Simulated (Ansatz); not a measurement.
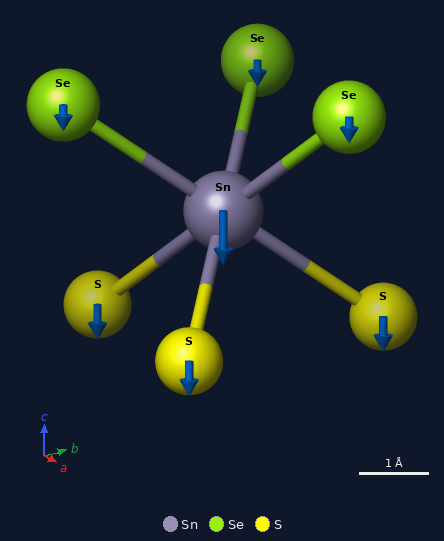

This is a relaxation of a crystal of Sn5Se2S3 (a generated structure, set up in R-3m) (coarse preliminary run). The starting structure is drawn; blue arrows show the displacements (the part carried along by the change of the cell is left out), magnified 5 times.

Style: ball-and-stick. Shown: the atoms within 4.2 Å of the atom that moves most (axes of the conventional cell (3 times the calculation's cell)), slightly off an axis. Lengths and directions refer to the drawn axes.

Computed with DFT PBE, scalar-relativistic, plane waves, PAW (Ansatz).

Input file:
```yaml
crystal:
  lattice:
    - [2.11526731, 1.22125015, 17.27108524]
    - [-2.11526731, 1.22125015, 17.27108524]
    - [0.0, -2.4425003, 17.27108524]
  atoms:
    - { symbol: Sn, position: [0.1, 0.1, 0.1] }
    - { symbol: Sn, position: [0.7, 0.7, 0.7] }
    - { symbol: Sn, position: [0.3, 0.3, 0.3] }
    - { symbol: Sn, position: [0.9, 0.9, 0.9] }
    - { symbol: Sn, position: [0.5, 0.5, 0.5] }
    - { symbol: Se, position: [0.2, 0.2, 0.2] }
    - { symbol: Se, position: [0.8, 0.8, 0.8] }
    - { symbol: S, position: [0.4, 0.4, 0.4] }
    - { symbol: S, position: [0.0, 0.0, 0.0] }
    - { symbol: S, position: [0.6, 0.6, 0.6] }
basis:
  ecutwfc: 420
kpoints:
  mp_grid: { grid: [6, 6, 6] }
hamiltonian:
  xc: pbe
scf:
  occupations: { method: gaussian, width: 0.1 }
  lower_state_search: "off"
output:
  forces: true
  stress: true
  eigenvalues: true
relax:
  adjacent_minimum: "off"
  f_tol: 0.04
  max_steps: 70
  cell: { stress_tol: 0.4 }
```

Command:
```bash
ansatz run input.yaml --threads 4 --pin off --max-ram 8192MiB --backend cpu --events-out ev --progress --plain --runs-dir out
```

Describe the change and its energy.

Answer. The largest moves relative to the cell, 0.16 Å, are those of Sn1 and Sn4. Sn1 goes along −c. Largest moves by element: Sn 0.16 Å, S 0.10 Å, Se 0.08 Å. The drawn cell changes as follows: a = b 4.231 → 4.196 Å (−0.8 %), c 51.813 → 51.232 Å (−1.1 %); the volume changes by −2.7 %. Some distances before and after: Sn1–S8 2.991 → 2.931 Å, Sn1–Se7 2.991 → 3.013 Å. Among the angles between lasting bonds that change: Se7–Sn1–S8 180.0° → 177.8°. The space group stays R-3m (No. 166). The energy falls by 0.115 eV per cell of the calculation in 2 accepted moves (3 points after the start). Largest force component: 0.49 eV/Å at the start, 0.04 eV/Å at the end. Pressure: −1.24 GPa at the start and −0.05 GPa at the end. The SCF was repeated once at an unchanged geometry on a basis and grid sized afresh for the cell, which shifted the energy by 1.0 meV per cell of the calculation at most. The run took 28 s on 4 threads of Intel(R) Xeon(R) Platinum 8488C (Sapphire Rapids) (shared host), peak memory 1.1 GiB.
